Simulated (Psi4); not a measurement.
## Single-point calculation of CHF3S

The run: single-point calculation of CHF3S, SMILES FC(F)(F)S. Method and program: PBE/def2-TZVP, RKS (Psi4 1.11).

The geometry comes from this level: PBE0-D4/def2-TZVP.

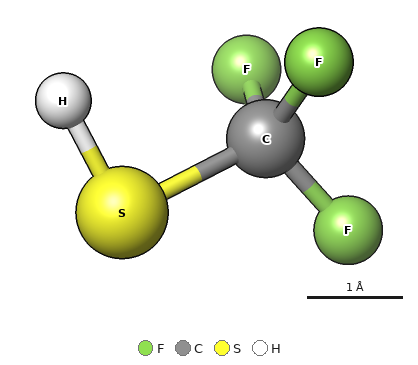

*The structure (ball-and-stick view, seen at a tilt).*

## Results in brief

| quantity | value |
| --- | --- |
| outcome | converged |
| total energy | −736.097808 hartree |
| basis functions | 167 |
| HOMO | −6.83 eV |
| LUMO | −1.38 eV |
| dipole moment | 1.32 D |
| hardware | 1 thread of INTEL XEON PLATINUM @ 2.30GHz (Emerald Rapids), 24 GiB of memory available, shared host |
| wall time | 6 s |
| peak memory | 0.78 GiB |

## The input (calc.in)
```
memory 1600 mb

molecule mol {
  0 1
  F      0.555700    -0.904600     1.298300
  C      0.126100    -0.394900     0.146500
  F     -0.982300    -1.045000    -0.208500
  F      1.041700    -0.649700    -0.788400
  S     -0.150000     1.372100     0.387100
  H     -0.549200     1.558100    -0.881200
  symmetry c1
}

set basis def2-TZVP
set scf_type df
set guess sad

energy_value, wavefunction = energy('pbe', return_wfn=True)
```

Run as:
```bash
psi4 -i calc.in -o calc.out -n 1
```

## What the program printed
```
Psi4 1.11 release

   => Loading Basis Set <=

    Name: DEF2-TZVP
    Role: ORBITAL
    Keyword: BASIS

         ---------------------------------------------------------
                                   SCF
                              RKS Reference
                        1 Threads,   1525 MiB Core
         ---------------------------------------------------------

  ==> Geometry <==

    Molecular point group: c1
    Full point group: C1

    Geometry (in Angstrom), charge = 0, multiplicity = 1:

       Center              X                  Y                   Z               Mass
    ------------   -----------------  -----------------  -----------------  -----------------
         F            0.478722295019    -0.819459825439     1.112250552763    18.998403162730
         C            0.049122295019    -0.309759825439    -0.039549447237    12.000000000000
         F           -1.059277704981    -0.959859825439    -0.394549447237    18.998403162730
         F            0.964722295019    -0.564559825439    -0.974449447237    18.998403162730
         S           -0.226977704981     1.457240174561     0.201050552763    31.972071174400
         H           -0.626177704981     1.643240174561    -1.067249447237     1.007825032230

  Running in c1 symmetry.

  Rotational constants: A =      0.18789  B =      0.10922  C =      0.10746 [cm^-1]
  Rotational constants: A =   5632.89867  B =   3274.42036  C =   3221.54569 [MHz]
  Nuclear repulsion =  252.710836853054047

  Charge       = 0
  Multiplicity = 1
  Electrons    = 50
  Nalpha       = 25
  Nbeta        = 25

  ==> Algorithm <==

  SCF Algorithm Type is DF.
  DIIS enabled.
  MOM disabled.
  Fractional occupation disabled.
  Guess Type is SAD.
  Energy threshold   = 1.00e-06
  Density threshold  = 1.00e-06
  Integral threshold = 1.00e-12

  ==> Primary Basis <==

  Basis Set: DEF2-TZVP
    Blend: DEF2-TZVP
    Number of shells: 61
    Number of basis functions: 167
    Number of Cartesian functions: 192
    Spherical Harmonics?: true
    Max angular momentum: 3

  ==> DFT Potential <==

   => LibXC <=

    Version 7.1.2

   => Composite Functional: PBE <=

    PBE GGA Exchange-Correlation Functional

    Deriv               =              1
    GGA                 =           TRUE
    Meta                =          FALSE

    Exchange Hybrid     =          FALSE
    MP2 Hybrid          =          FALSE

   => Exchange Functionals <=

    1.0000     XC_GGA_X_PBE

   => Correlation Functionals <=

    1.0000     XC_GGA_C_PBE

   => LibXC Density Thresholds  <==

    XC_GGA_C_PBE:  1.00E-12
    XC_GGA_X_PBE:  1.00E-15

   => Molecular Quadrature <=

    Radial Scheme          =       TREUTLER
    Pruning Scheme         =           NONE
    Nuclear Scheme         =       TREUTLER

    Blocking Scheme        =         OCTREE
    BS radius alpha        =              1
    Pruning alpha          =              1
    Radial Points          =             75
    Spherical Points       =            302
    Total Points           =         129916
    Total Blocks           =           1048
    Max Points             =            256
    Max Functions          =            161
    Weights Tolerance      =       1.00E-15

   => Loading Basis Set <=

    Name: (DEF2-TZVP AUX)
    Role: JKFIT
    Keyword: DF_BASIS_SCF

  ==> Integral Setup <==

  DFHelper Memory: AOs need 0.098 GiB; user supplied 0.655 GiB.
  SCF_SUBTYPE=INCORE selected. In-core MEM_DF algorithm will be used.
  Using in-core AOs.

  ==> MemDFJK: Density-Fitted J/K Matrices <==

    J tasked:                   Yes
    K tasked:                    No
    wK tasked:                   No
    Memory [MiB]:               671
    Algorithm:                 Core
    Schwarz Cutoff:           1E-12
    Mask sparsity (%):       3.0980
    Fitting Condition:        1E-10

   => Auxiliary Basis Set <=

  Basis Set: (DEF2-TZVP AUX)
    Blend: DEF2-UNIVERSAL-JKFIT
    Number of shells: 144
    Number of basis functions: 452
    Number of Cartesian functions: 543
    Spherical Harmonics?: true
    Max angular momentum: 4

  Cached 100.0% of DFT collocation blocks in 0.462 [GiB].

  Minimum eigenvalue in the overlap matrix is 1.7539387707E-03.
  Reciprocal condition number of the overlap matrix is 2.8768755611E-04.
    Using symmetric orthogonalization.

  ==> Pre-Iterations <==

  SCF Guess: Superposition of Atomic Densities via on-the-fly atomic UHF (no occupation information).

   -------------------------
    Irrep   Nso     Nmo
   -------------------------
     A        167     167
   -------------------------
    Total     167     167
   -------------------------

  ==> Iterations <==

                           Total Energy        Delta E     RMS |[F,P]|

   @DF-RKS iter SAD:  -736.00005793097057   -7.36000e+02   0.00000e+00
   @DF-RKS iter   1:  -735.99480717738925    5.25075e-03   3.70900e-03 ADIIS/DIIS
   @DF-RKS iter   2:  -735.93528889484423    5.95183e-02   4.53524e-03 ADIIS/DIIS
   @DF-RKS iter   3:  -736.09059494284941   -1.55306e-01   9.11392e-04 ADIIS/DIIS
   @DF-RKS iter   4:  -736.09754327716087   -6.94833e-03   1.41711e-04 ADIIS/DIIS
   @DF-RKS iter   5:  -736.09777214416431   -2.28867e-04   4.66753e-05 DIIS
   @DF-RKS iter   6:  -736.09780397341785   -3.18293e-05   1.52776e-05 DIIS
   @DF-RKS iter   7:  -736.09780731143235   -3.33801e-06   5.07067e-06 DIIS
   @DF-RKS iter   8:  -736.09780763213166   -3.20699e-07   5.76365e-07 DIIS
  Energy and wave function converged.

  ==> Post-Iterations <==

   Electrons on quadrature grid:
      Ntotal   =   49.9999868646 ; deviation = -1.314e-05

    Orbital Energies [Eh]
    ---------------------

    Doubly Occupied:

       1A    -88.077396     2A    -24.306385     3A    -24.302361
       4A    -24.302347     5A    -10.154523     6A     -7.705296
       7A     -5.727651     8A     -5.723499     9A     -5.715835
      10A     -1.234723    11A     -1.147034    12A     -1.142334
      13A     -0.740813    14A     -0.631485    15A     -0.557024
      16A     -0.553093    17A     -0.514348    18A     -0.426218
      19A     -0.424608    20A     -0.404375    21A     -0.388957
      22A     -0.371756    23A     -0.364595    24A     -0.333364
      25A     -0.250866

    Virtual:

      26A     -0.050633    27A     -0.000347    28A      0.061355
      29A      0.073749    30A      0.099851    31A      0.151123
      32A      0.173492    33A      0.189375    34A      0.202450
      35A      0.219336    36A      0.252823    37A      0.262664
      38A      0.275127    39A      0.310091    40A      0.352618
      41A      0.360008    42A      0.417916    43A      0.466187
      44A      0.469476    45A      0.472450    46A      0.580347
      47A      0.588515    48A      0.591536    49A      0.631822
      50A      0.714721    51A      0.717940    52A      0.725190
      53A      0.794198    54A      0.848492    55A      0.848990
      56A      0.862956    57A      0.875642    58A      0.883992
      59A      0.919637    60A      0.942198    61A      0.951835
      62A      1.273649    63A      1.315894    64A      1.370490
      65A      1.381422    66A      1.411204    67A      1.424395
      68A      1.433476    69A      1.472736    70A      1.513044
      71A      1.548589    72A      1.567332    73A      1.643078
      74A      1.648025    75A      1.711186    76A      1.723413
      77A      1.778085    78A      1.786079    79A      1.824321
      80A      1.828148    81A      1.917385    82A      1.932186
      83A      2.026093    84A      2.062324    85A      2.070990
      86A      2.078197    87A      2.206456    88A      2.210639
      89A      2.230464    90A      2.243048    91A      2.403207
      92A      2.412448    93A      2.423327    94A      2.437908
      95A      2.512169    96A      2.554502    97A      2.575944
      98A      2.719866    99A      2.851204   100A      2.932761
     101A      2.946095   102A      2.981746   103A      3.070609
     104A      3.087334   105A      3.091512   106A      3.118860
     107A      3.165302   108A      3.259882   109A      3.292631
     110A      3.314808   111A      3.541034   112A      3.594992
     113A      3.617382   114A      3.655961   115A      3.675803
     116A      3.706954   117A      3.739595   118A      3.796099
     119A      3.810234   120A      3.839724   121A      4.735127
     122A      5.034845   123A      5.068971   124A      6.641124
     125A      6.679270   126A      6.682627   127A      6.683152
     128A      6.684455   129A      6.684583   130A      6.687084
     131A      6.688441   132A      6.693526   133A      6.792538
     134A      6.809452   135A      6.812151   136A      6.887254
     137A      6.893241   138A      6.954345   139A      7.147925
     140A      7.153971   141A      7.196045   142A      7.357495
     143A      7.415313   144A      7.417753   145A      8.090153
     146A      8.095022   147A      8.134026   148A      8.245461
     149A      8.256948   150A      8.259994   151A      8.513493
     152A      8.543937   153A      8.559628   154A      8.626427
     155A      8.675626   156A      8.727356   157A      8.733969
     158A      8.801316   159A      8.801703   160A      8.872367
     161A      8.907478   162A      9.093200   163A     18.904830
     164A     22.362572   165A     56.519478   166A     56.537608
     167A     56.646451

    Final Occupation by Irrep:
              A
    DOCC [    25 ]
    NA   [    25 ]
    NB   [    25 ]

  @DF-RKS Final Energy:  -736.09780763213166

   => Energetics <=

    Nuclear Repulsion Energy =            252.7108368530540474
    One-Electron Energy =               -1522.2736476639004195
    Two-Electron Energy =                 595.8531423985426727
    DFT Exchange-Correlation Energy =     -62.3881392198281262
    Empirical Dispersion Energy =           0.0000000000000000
    VV10 Nonlocal Energy =                  0.0000000000000000
    Total Energy =                       -736.0978076321316621

Computation Completed

Properties will be evaluated at   0.000000,   0.000000,   0.000000 [a0]

Properties computed using the SCF density matrix

 Multipole Moments:

 ------------------------------------------------------------------------------------
     Multipole            Electronic (a.u.)      Nuclear  (a.u.)        Total (a.u.)
 ------------------------------------------------------------------------------------

 L = 1.  Multiply by 2.5417464519 to convert [e a0] to [Debye]
 Dipole X            :          0.7957842           -0.9554177           -0.1596334
 Dipole Y            :         -3.3861415            3.7900512            0.4039097
 Dipole Z            :          0.4709604           -0.7530036           -0.2820432
 Magnitude           :                                                    0.5178554

 ------------------------------------------------------------------------------------

	total time  =          5 seconds =       0.08 minutes

    Psi4 run time: 0:00:04.98
```

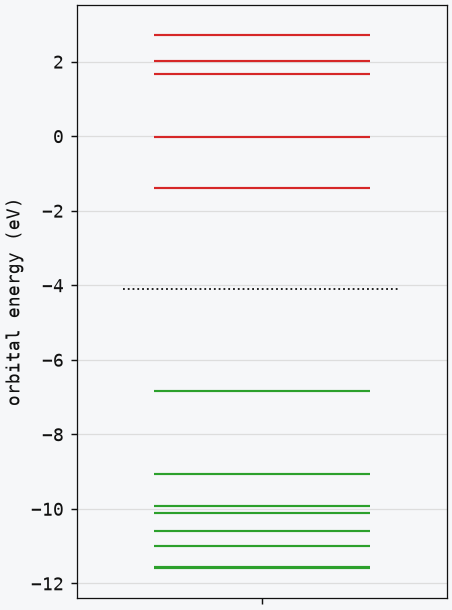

*Orbital energies near the frontier; the dotted line parts filled from empty levels, and levels within 0.02 eV of each other stand side by side.*

Highest filled −6.83 eV, lowest empty −1.38 eV, 5.45 eV apart.
